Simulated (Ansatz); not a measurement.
Scan of one atom of the cell for MgS (rock salt)

Starting cell, MgS (rock salt):

```
CELL_PARAMETERS angstrom
      0.00000     5.22970     5.22970
      2.61485     0.00000     2.61485
      2.61485     2.61485     0.00000
ATOMIC_POSITIONS crystal
  S  0.00000 0.00000 0.00000
  S  0.50000 0.00000 0.00000
  Mg 0.25000 0.50000 0.50000
  Mg 0.75000 0.50000 0.50000
```

In each cell atom 2 (S, nearest neighbour Mg at 2.615 Å; its periodic images, 3.7 Å or more away, move with it) moves by s·(1.000, 0.000, 0.000) (along Cartesian x), the rest being held.

Level of theory: PBE (plane waves to 420 eV, PAW, scalar-relativistic; Ansatz, a quantum-chemistry and plane-wave program). k mesh 9×9×9 (Γ-centred), Fermi-Dirac smearing 0.05 eV. Energies are smeared free energies. MgS was relaxed with its symmetry unable to fall. The zero of ΔE is the undisplaced structure.

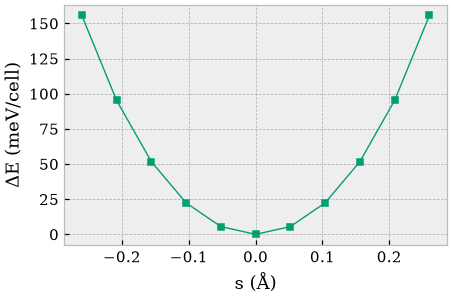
Fig. 1. ΔE (meV/cell) against s (Å); one marker a computed point.

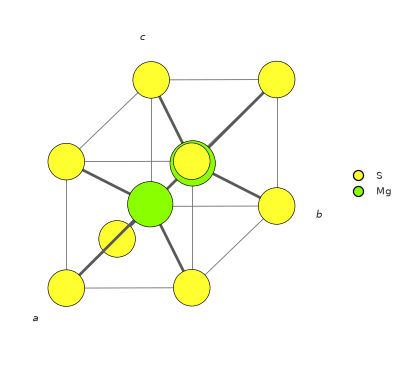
The cell of the calculation at s = 0.260 Å.

The energy at s = 0.260 Å comes out as 155.7 meV/cell and the force along the line at s = -0.260 Å is 1.34 eV/Å. Shape of the curve: a single well with its minimum at or next to zero displacement. Symmetry of the curve: even: the same for both signs. Harmonic estimate at the end of the scan: ½ks² = 137.0 meV/cell against the computed 155.7 meV/cell, so the well is stiffer than harmonic there.

With its periodic images moving along, the atom's site symmetry in this cell is -3m.

(For displaced atoms, the force is minus the slope of the energy, and its curvature is a force constant, which sets phonon frequencies.)
